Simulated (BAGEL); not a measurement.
# B2NH2F3 (SMILES NB(F)B(F)F) at HF/STO-3G (density fitting with qzvpp-jkfit)

What is the vertical singlet–triplet gap of B2NH2F3 at HF/STO-3G (density fitting with qzvpp-jkfit)? 

The calculation is run with BAGEL 1.2.2.

1 further run of the same task is left out (set aside as unsound or not needed).

### Step 1. Starting point

B2NH2F3 has 8 atoms, charge 0, and is taken as a singlet. SMILES: `NB(F)B(F)F`. Geometry: relaxed at GFN2-xTB.

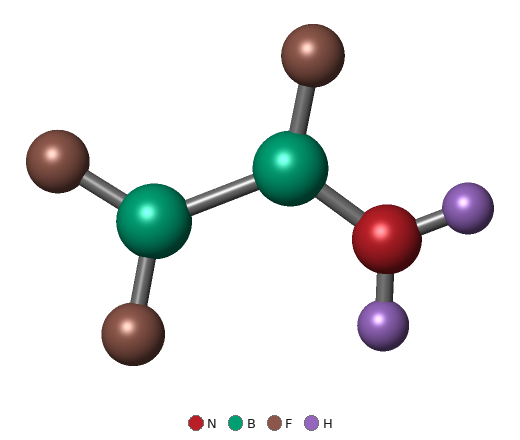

Viewed from a chosen angle; nitrogen red, boron teal, fluorine brown, hydrogen purple.

### Step 2. The energy at HF/STO-3G (density fitting with qzvpp-jkfit)

input.json

```json
{ "bagel": [

{
  "title": "molecule",
  "basis": "sto-3g",
  "df_basis": "qzvpp-jkfit",
  "angstrom": "true",
  "geometry": [
    { "atom": "N", "xyz": [       0.340750,      -1.267510,       0.299020 ] },
    { "atom": "B", "xyz": [       0.545740,       0.021990,      -0.165570 ] },
    { "atom": "F", "xyz": [       1.788340,       0.278040,      -0.605690 ] },
    { "atom": "B", "xyz": [      -0.688910,       1.188210,      -0.169590 ] },
    { "atom": "F", "xyz": [      -0.660800,       2.376820,      -0.741400 ] },
    { "atom": "F", "xyz": [      -1.859070,       0.964870,       0.418990 ] },
    { "atom": "H", "xyz": [      -0.535150,      -1.598740,       0.661850 ] },
    { "atom": "H", "xyz": [       1.069100,      -1.963680,       0.302390 ] }
  ]
},

{ "title": "hf" },

{ "title": "print", "file": "orbitals.molden", "orbitals": "true" }

]}
```

Command:

```sh
BAGEL_NUM_THREADS=1 BAGEL input.json > input.out
```

The program printed:

```text
* using 1 threads per process

  ===============================================================
  ===============================================================

  *** Geometry ***

  { "atom" : "N", "xyz" : [      0.643924,     -2.395247,      0.565066 ] },
  { "atom" : "B", "xyz" : [      1.031299,      0.041555,     -0.312882 ] },
  { "atom" : "F", "xyz" : [      3.379473,      0.525419,     -1.144588 ] },
  { "atom" : "B", "xyz" : [     -1.301851,      2.245391,     -0.320479 ] },
  { "atom" : "F", "xyz" : [     -1.248731,      4.491539,     -1.401043 ] },
  { "atom" : "F", "xyz" : [     -3.513133,      1.823340,      0.791776 ] },
  { "atom" : "H", "xyz" : [     -1.011287,     -3.021181,      1.250715 ] },
  { "atom" : "H", "xyz" : [      2.020306,     -3.710817,      0.571434 ] },

  Number of auxiliary basis functions:      494

  Since a DF basis is specified, we compute 2- and 3-index integrals:
    o Being stored without compression. Storage requirement is 0.004 GB

  Number of basis functions:       32
  Number of electrons      :       46

    * METHOD: MOLECULE                             0.18

  *** RHF ***

  === Nuclear Repulsion ===
   206.1247785762

      * DIIS with orbital gradients will be used.

  === RHF iteration (sto-3g) ===
      0       -397.82492213          0.02136543           0.02
      1       -397.96119243          0.00618716           0.02
      2       -397.97188187          0.00106950           0.02
      3       -397.97250475          0.00014586           0.02
      4       -397.97251528          0.00005130           0.02
      5       -397.97251674          0.00001272           0.02
      6       -397.97251682          0.00000292           0.02
      7       -397.97251683          0.00000066           0.02
      8       -397.97251683          0.00000018           0.02
      9       -397.97251683          0.00000007           0.02
     10       -397.97251683          0.00000002           0.02
     11       -397.97251683          0.00000001           0.02
    * SCF iteration converged.

    * Permanent dipole moment:
           (    0.040469,     0.751422,    -0.250670) a.u.

    * METHOD: HF                                   0.34

    * METHOD: PRINT                                0.00

  ===============================================================
```

Run time: 0.64 s. Hardware: 1 thread of Arm Neoverse V1, shared host; peak memory 0.083 GiB.

### Step 3. The triplet, same level

calc.json

```json
{ "bagel" : [

{
  "title" : "molecule",
  "basis" : "sto-3g",
  "df_basis" : "qzvpp-jkfit",
  "angstrom" : true,
  "geometry" : [
    { "atom" : "N", "xyz" : [    0.340750,   -1.267510,    0.299020 ] },
    { "atom" : "B", "xyz" : [    0.545740,    0.021990,   -0.165570 ] },
    { "atom" : "F", "xyz" : [    1.788340,    0.278040,   -0.605690 ] },
    { "atom" : "B", "xyz" : [   -0.688910,    1.188210,   -0.169590 ] },
    { "atom" : "F", "xyz" : [   -0.660800,    2.376820,   -0.741400 ] },
    { "atom" : "F", "xyz" : [   -1.859070,    0.964870,    0.418990 ] },
    { "atom" : "H", "xyz" : [   -0.535150,   -1.598740,    0.661850 ] },
    { "atom" : "H", "xyz" : [    1.069100,   -1.963680,    0.302390 ] }
  ]
},
{
  "title" : "uhf",
  "nopen" : 2
},
{
  "title" : "print",
  "file" : "orbitals.molden",
  "orbitals" : true
}

]}
```

Command:

```sh
BAGEL_NUM_THREADS=1 BAGEL calc.json > calc.out
```

The program printed:

```text
* using 1 threads per process

  ===============================================================
  ===============================================================

  *** Geometry ***

  { "atom" : "N", "xyz" : [      0.643924,     -2.395247,      0.565066 ] },
  { "atom" : "B", "xyz" : [      1.031299,      0.041555,     -0.312882 ] },
  { "atom" : "F", "xyz" : [      3.379473,      0.525419,     -1.144588 ] },
  { "atom" : "B", "xyz" : [     -1.301851,      2.245391,     -0.320479 ] },
  { "atom" : "F", "xyz" : [     -1.248731,      4.491539,     -1.401043 ] },
  { "atom" : "F", "xyz" : [     -3.513133,      1.823340,      0.791776 ] },
  { "atom" : "H", "xyz" : [     -1.011287,     -3.021181,      1.250715 ] },
  { "atom" : "H", "xyz" : [      2.020306,     -3.710817,      0.571434 ] },

  Number of auxiliary basis functions:      494

  Since a DF basis is specified, we compute 2- and 3-index integrals:
    o Being stored without compression. Storage requirement is 0.004 GB

  Number of basis functions:       32
  Number of electrons      :       46

    * METHOD: MOLECULE                             0.19

  *** Open-shell HF ***

  === Nuclear Repulsion ===
   206.1247785762

      * DIIS with orbital gradients will be used.

  === UHF iteration (sto-3g) ===
      0       -397.56618156          0.03851911           0.05
      1       -397.71456513          0.01178955           0.05
      2       -397.72931140          0.00358894           0.04
      3       -397.73204936          0.00164633           0.04
      4       -397.73380391          0.00080898           0.05
      5       -397.73445552          0.00022873           0.05
      6       -397.73450231          0.00008402           0.05
      7       -397.73450666          0.00004821           0.05
      8       -397.73450860          0.00002346           0.05
      9       -397.73450901          0.00001103           0.05
     10       -397.73450910          0.00000649           0.05
     11       -397.73450914          0.00000396           0.04
     12       -397.73450916          0.00000167           0.05
     13       -397.73450916          0.00000039           0.05
     14       -397.73450916          0.00000021           0.05
     15       -397.73450916          0.00000011           0.05
     16       -397.73450916          0.00000005           0.05
     17       -397.73450916          0.00000002           0.05
     18       -397.73450916          0.00000001           0.05
    * SCF iteration converged.

    * S^2 (UHF) is 2.0130

    * Permanent dipole moment:
           (   -0.229995,     2.777092,    -0.808731) a.u.

    * METHOD: UHF                                  0.96

    * METHOD: PRINT                                0.00

  ===============================================================
```

Wall time 1.3 s (1 thread of Arm Neoverse V1, shared host); peak memory 0.083 GiB.

### Step 4. What came out

At HF/STO-3G (density fitting with qzvpp-jkfit):

```
                                        quantity          value
                           singlet: total energy  -397.97252 Eh
                          singlet: dipole moment         2.02 D
                            singlet: HOMO energy       -9.34 eV
                            singlet: LUMO energy        6.83 eV
                          singlet: HOMO–LUMO gap       16.17 eV
                           triplet: total energy  -397.73451 Eh
                          triplet: dipole moment         7.38 D
                                   triplet: ⟨S²⟩          2.013
vertical energy of the triplet above the singlet       6.477 eV
```

**Reading.** At this shape the triplet lies 6.48 eV (149 kcal/mol) above the singlet. In a minimal basis such a difference can be off by several eV, whatever the method.
